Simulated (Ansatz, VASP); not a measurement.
# Cross-check of K2LuScF6 between VASP and Ansatz

One calculation is typed for both programs; each brings its own data sets and cutoff. How far apart do they land? The cell is invented: As first built, before any earlier steps moved the atoms: it takes the K2ScInF6 structure with some of its atoms replaced by other elements, volume scaled by an estimate. It may not be a known or stable phase. The cell comes out of earlier VASP steps on this material, which relaxed, scaled or displaced it; both programs get it as it stands.

Calculated with Ansatz 0.2.0; plane waves, with VASP 6.6.1 beside it; relaxation of cell and atoms at LDA.

## Step 1: The starting structure

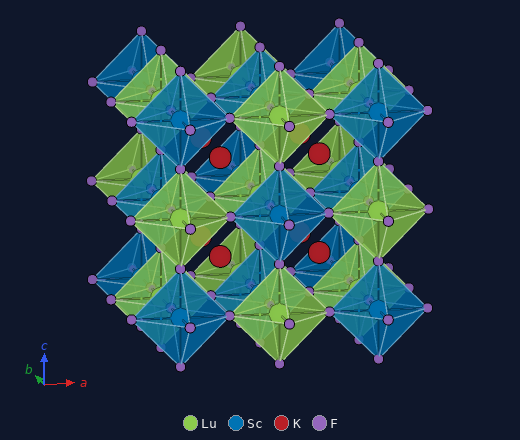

The cell as given, slightly off an axis (lutetium green, scandium blue, potassium red, fluorine purple). This picture shows the conventional cell, with its axes. Some periodic images of atoms are drawn too.

Coordinates:

```cif
data_structure
_symmetry_space_group_name_H-M 'Fm-3m'
_symmetry_Int_Tables_number 225
_cell_length_a 8.5784
_cell_length_b 8.5784
_cell_length_c 8.5784
_cell_angle_alpha 90.000
_cell_angle_beta 90.000
_cell_angle_gamma 90.000
_cell_volume 631.29
loop_
_atom_site_label
_atom_site_type_symbol
_atom_site_symmetry_multiplicity
_atom_site_Wyckoff_symbol
_atom_site_fract_x
_atom_site_fract_y
_atom_site_fract_z
_atom_site_occupancy
Lu1 Lu 4 b 0.50000 0.00000 0.00000 1
Sc1 Sc 4 a 0.00000 0.00000 0.00000 1
K1 K 8 c 0.25000 0.75000 0.75000 1
F1 F 24 e 0.50000 0.00000 0.74773 1
```

## Step 2: VASP: relaxation of cell and atoms, LDA

The relaxed volume is the usual yardstick between codes: its relative difference is about their pressure difference at one cell divided by the bulk modulus.

Lines of VASP's logs that name or quote its potential files are left out, and so is its time.

INCAR

```
SYSTEM = K2LuScF6
PREC = Accurate
ENCUT = 520
EDIFF = 1E-06
NELM = 120
ISMEAR = 0
SIGMA = 0.1
LREAL = .FALSE.
ALGO = Normal
GGA = CA
NBANDS = 57
LORBIT = 11
LWAVE = .FALSE.
LCHARG = .FALSE.
KPAR = 4
IBRION = 2
NSW = 30
ISIF = 3
EDIFFG = -0.02
POTIM = 0.4
```

POSCAR

```
K2LuScF6
1.0
    0.0000000000      4.2892226021      4.2892226021
    4.2892226021      0.0000000000      4.2892226021
    4.2892226021      4.2892226021      0.0000000000
Lu Sc K F
1 1 2 6
Direct
    0.5000000000      0.5000000000      0.5000000000
    0.0000000000      0.0000000000      0.0000000000
    0.2500000000      0.2500000000      0.2500000000
    0.7500000000      0.7500000000      0.7500000000
    0.2477274617      0.2477274617      0.7522725383
    0.2477274617      0.7522725383      0.7522725383
    0.7522725383      0.7522725383      0.2477274617
    0.2477274617      0.7522725383      0.2477274617
    0.7522725383      0.2477274617      0.7522725383
    0.7522725383      0.2477274617      0.2477274617
```

KPOINTS

```
Automatic mesh
0
Gamma
4 4 4
0 0 0
```

Potentials, in the order of the species: Lu, Sc_sv, K_pv and F (PBE family, release 64).

The run is started by

```sh
> mpirun -np 4 vasp_std
```

Numbers of over 12 decimals in the logs are rounded to 6 here.

The program printed:

```text
[banner, memory and clock lines left out]
running    4 mpi-ranks, on    1 nodes
 distrk:  each k-point on    1 cores,    4 groups
 distr:  one band on    1 cores,    1 groups

 POSCAR found type information on POSCAR LuScK F
 POSCAR found :  4 types and      10 ions
|                                                                             |
|               ----> ADVICE to this user running VASP <----                  |
|                                                                             |
|     You enforced a specific xc type in the INCAR file but a different       |
|     [... a line on the potential file left out ...]
|     I HOPE YOU KNOW WHAT YOU ARE DOING!                                     |
|                                                                             |

 LDA part: xc-table for (Slater(with rela. corr.)+CA(PZ))
 , standard interpolation
 POSCAR, INCAR and KPOINTS ok, starting setup
 FFT: planning ... GRIDC
 FFT: planning ... GRID_SOFT
 FFT: planning ... GRID
 WAVECAR not read
 entering main loop
       N       E                     dE             d eps       ncg     rms          rms(c)
DAV:   1     0.116099253761E+04    0.11610E+04   -0.39882E+04  1371   0.368E+03
DAV:   2     0.172213294299E+03   -0.98878E+03   -0.93765E+03  1168   0.814E+02
DAV:   3    -0.427808703857E+02   -0.21499E+03   -0.21028E+03  1185   0.237E+02
DAV:   4    -0.630388971850E+02   -0.20258E+02   -0.19718E+02  1383   0.717E+01
DAV:   5    -0.644938564571E+02   -0.14550E+01   -0.14163E+01  1488   0.160E+01    0.172E+01
DAV:   6    -0.599561156318E+02    0.45377E+01   -0.23038E+01  1576   0.442E+01    0.975E+00
DAV:   7    -0.595421728312E+02    0.41394E+00   -0.79266E+00  1422   0.166E+01    0.691E+00
DAV:   8    -0.593035654848E+02    0.23861E+00   -0.83570E-01  1368   0.177E+01    0.396E+00
DAV:   9    -0.592480249807E+02    0.55541E-01   -0.32886E-01  1254   0.348E+00    0.758E-01
DAV:  10    -0.592366076211E+02    0.11417E-01   -0.38515E-02  1632   0.269E+00    0.258E-01
DAV:  11    -0.592379170635E+02   -0.13094E-02   -0.23992E-02  1520   0.112E+00    0.293E-01
DAV:  12    -0.592366717718E+02    0.12453E-02   -0.59132E-03  1328   0.850E-01    0.409E-02
DAV:  13    -0.592367337134E+02   -0.61942E-04   -0.95037E-04  1496   0.181E-01    0.371E-02
DAV:  14    -0.592367165402E+02    0.17173E-04   -0.12969E-04  1512   0.702E-02    0.906E-03
DAV:  15    -0.592367165545E+02   -0.14317E-07   -0.55868E-06  1160   0.248E-02
   1 F= -.59236717E+02 E0= -.59215517E+02  d E =-.592367E+02
 curvature:   0.00 expect dE= 0.000E+00 dE for cont linesearch  0.000E+00
 trial: gam= 0.00000 g(F)=  0.205E-05 g(S)=  0.473E-05 ort = 0.000E+00 (trialstep = 0.100E+01)
 search vector abs. value=  0.678E-05
 reached required accuracy - stopping structural energy minimisation
```

Parts of OUTCAR (step 2):

```text
ion  position               nearest neighbor table
   1  0.500  0.500  0.500-   5 2.16   6 2.16   7 2.16   8 2.16   9 2.16  10 2.16   3 3.71   3 3.71
                             3 3.71   4 3.71   4 3.71   4 3.71   4 3.71   3 3.71
   2  0.000  0.000  0.000-   5 2.13   6 2.13   7 2.13   8 2.13   9 2.13  10 2.13   4 3.71   4 3.71
                             4 3.71   3 3.71   3 3.71   3 3.71   4 3.71   3 3.71
   3  0.250  0.250  0.250-   7 3.03   9 3.03  10 3.03   6 3.03   7 3.03   8 3.03   5 3.03   6 3.03
                             9 3.03   5 3.03   8 3.03  10 3.03   2 3.71   2 3.71   2 3.71   1 3.71
   4  0.750  0.750  0.750-   6 3.03   7 3.03   9 3.03   7 3.03   8 3.03  10 3.03   5 3.03   9 3.03
                            10 3.03   5 3.03   6 3.03   8 3.03   1 3.71   1 3.71   2 3.71   1 3.71
   5  0.248  0.248  0.752-   2 2.13   1 2.16   4 3.03   4 3.03   3 3.03   3 3.03
   6  0.248  0.752  0.752-   2 2.13   1 2.16   4 3.03   4 3.03   3 3.03   3 3.03
   7  0.752  0.752  0.248-   2 2.13   1 2.16   4 3.03   4 3.03   3 3.03   3 3.03
   8  0.248  0.752  0.248-   2 2.13   1 2.16   4 3.03   4 3.03   3 3.03   3 3.03
   9  0.752  0.248  0.752-   2 2.13   1 2.16   4 3.03   4 3.03   3 3.03   3 3.03
  10  0.752  0.248  0.248-   2 2.13   1 2.16   4 3.03   4 3.03   3 3.03   3 3.03

  LATTYP: Found a face centered cubic cell.
 ALAT       =     8.5784452042

 Subroutine GETGRP returns: Found 48 space group operations
 (whereof 48 operations were pure point group operations)

The static configuration has the point symmetry O_h .

 Found      8 irreducible k-points:

   k-points           NKPTS =      8   k-points in BZ     NKDIM =      8   number of bands    NBANDS=     57

   dimension x,y,z NGX =    48 NGY =   48 NGZ =   48
   dimension x,y,z NGXF=    96 NGYF=   96 NGZF=   96

   ENCUT  =  520.0 eV  38.22 Ry    6.18 a.u.  11.28 11.28 11.28*2*pi/ulx,y,z

   NELECT =      92.0000    total number of electrons

 k-points in reciprocal lattice and weights: Automatic mesh
   0.00000000  0.00000000  0.00000000       0.016
   0.25000000  0.00000000  0.00000000       0.125
   0.50000000  0.00000000  0.00000000       0.062
   0.25000000  0.25000000  0.00000000       0.094
   0.50000000  0.25000000  0.00000000       0.375
  -0.25000000  0.25000000  0.00000000       0.188
   0.50000000  0.50000000  0.00000000       0.047
  -0.25000000  0.50000000  0.25000000       0.094

 average (electrostatic) potential at core
       1 -35.7834       2 -48.2545       3 -12.9467       4 -12.9467       5 -79.4117
       6 -79.4117       7 -79.4117       8 -79.4117       9 -79.4117      10 -79.4117

 E-fermi :   4.0595

 k-point     1 :       0.0000    0.0000    0.0000
  band No.  band energies     occupation
    ...
     45      -2.9820      2.00000
     46       2.2799      2.00000
     47       3.7515      1.99999
     48       3.7515      1.99999
     49       3.7515      1.99999
     50       5.2132      0.00000
     51       5.2132      0.00000
     52       5.5578      0.00000
     53       5.5578      0.00000
     54       5.5578      0.00000
    ...

 k-point     2 :       0.2500    0.0000    0.0000
  band No.  band energies     occupation
    ...
     45      -3.0175      2.00000
     46       2.9481      2.00000
     47       3.9912      1.66610
     48       3.9912      1.66610
     49       4.0508      1.09842
     50       5.1726      0.00000
     51       5.3166      0.00000
     52       5.3166      0.00000
     53       5.5659      0.00000
     54       5.5659      0.00000
    ...

 k-point     3 :       0.5000    0.0000    0.0000
  band No.  band energies     occupation
    ...
     41      -3.2049      2.00000
     42      -3.1615      2.00000
     43      -3.0908      2.00000
     44      -3.0486      2.00000
     45      -3.0486      2.00000
     46       4.3236      0.00019
     47       4.3473      0.00005
     48       4.3473      0.00005
     49       4.3666      0.00001
     50       4.6169      0.00000
    ...

  Total       -0.0202189     -0.0202189     -0.0202189     -0.0000000      0.0000000      0.0000000
  in kB       -0.2052589     -0.2052589     -0.2052589     -0.0000000      0.0000000      0.0000000
  external PRESSURE =      -0.2052589 kB  Pullay stress =       0.0000000 kB

  energy-cutoff  :      520.00
  volume of cell :      157.82
      direct lattice vectors                 reciprocal lattice vectors
     0.000000000  4.289222602  4.289222602    -0.116571241  0.116571241  0.116571241
     4.289222602  0.000000000  4.289222602     0.116571241 -0.116571241  0.116571241
     4.289222602  4.289222602  0.000000000     0.116571241  0.116571241 -0.116571241

 POSITION                                       TOTAL-FORCE (eV/Angst)
 -----------------------------------------------------------------------------------
      4.28922      4.28922      4.28922         0.000000     -0.000000      0.000000
      0.00000      0.00000      0.00000         0.000000     -0.000000      0.000000
      2.14461      2.14461      2.14461         0.000000     -0.000000      0.000000
      6.43383      6.43383      6.43383        -0.000000     -0.000000     -0.000000
      4.28922      4.28922      2.12512         0.000000     -0.000000      0.002975
      6.45333      4.28922      4.28922        -0.002975     -0.000000      0.000000
      4.28922      4.28922      6.45333         0.000000     -0.000000     -0.002975
      4.28922      2.12512      4.28922         0.000000      0.002975      0.000000
      4.28922      6.45333      4.28922         0.000000     -0.002975      0.000000
      2.12512      4.28922      4.28922         0.002975     -0.000000      0.000000
 -----------------------------------------------------------------------------------
    total drift:                               -0.000000     -0.000000     -0.000000

  FREE ENERGIE OF THE ION-ELECTRON SYSTEM (eV)
  ---------------------------------------------------
  free  energy   TOTEN  =       -59.2367165545 eV

  energy  without entropy=      -59.1943180227  energy(sigma->0) =      -59.21551729

 reached required accuracy - stopping structural energy minimisation

 total charge
# of ion       s       p       d       f       tot
--------------------------------------------------
    1        2.222   6.120   0.913  14.192  23.447
    2        2.157   6.152   1.217   0.000   9.527
    3        0.144   6.060   0.064   0.000   6.268
    4        0.144   6.060   0.064   0.000   6.268
    5        1.733   4.338   0.000   0.000   6.071
    6        1.733   4.338   0.000   0.000   6.071
    7        1.733   4.338   0.000   0.000   6.071
    8        1.733   4.338   0.000   0.000   6.071
    9        1.733   4.338   0.000   0.000   6.071
   10        1.733   4.338   0.000   0.000   6.071
--------------------------------------------------
tot         15.068  50.421   2.259  14.192  81.940

[... 3 further parts left out ...]
```

CONTCAR:

```
K2LuScF6
   1.00000000000000
     0.0000000000000000    4.2892226020999997    4.2892226020999997
     4.2892226020999997    0.0000000000000000    4.2892226020999997
     4.2892226020999997    4.2892226020999997    0.0000000000000000
  Lu              Sc              K               F
     1     1     2     6
Direct
     0.5000000000000000    0.5000000000000000    0.5000000000000000
     0.0000000000000000    0.0000000000000000    0.0000000000000000
     0.2500000000000000    0.2500000000000000    0.2500000000000000
     0.7500000000000000    0.7500000000000000    0.7500000000000000
     0.2477274617000020    0.2477274617000020    0.7522725382999980
     0.2477274617000020    0.7522725382999980    0.7522725382999980
     0.7522725382999980    0.7522725382999980    0.2477274617000020
     0.2477274617000020    0.7522725382999980    0.2477274617000020
     0.7522725382999980    0.2477274617000020    0.7522725382999980
     0.7522725382999980    0.2477274617000020    0.2477274617000020
```

(Continued in part 2 of 2.)

[Lines on the potential files, build, host, timing and source positions are cut from VASP's logs without a mark.]

[Logs are printed without paths, hosts, clocks, repeated set-up lines and the standing remarks that a program may print on its own settings, such as how far it seeks lower states.]

[Hosts, paths, dates, database ids (printed as entryN), source tags and the programs' standing remarks are cut or masked in the printed files.]
